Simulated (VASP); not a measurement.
Band structure of Tc₂N (space group P6_3/mmc). Calculation: LDA (Ceperley-Alder, Perdew-Zunger), VASP's LDA PAW potentials (set 64) (plane waves; VASP 6.6.1).

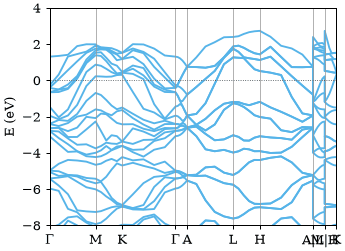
Figure. Bands along high-symmetry lines, zero at the valence-band maximum or, without a gap, the Fermi level

### Question
Read the plot: is there a gap, and where are the band edges?

### Answer
It has no gap at this level: it comes out as a metal or semimetal.

The structure comes from a computed database's Tc2N entry (P6_3/mmc); how it stands against other phases isn't given here. The cell was not relaxed at this level.
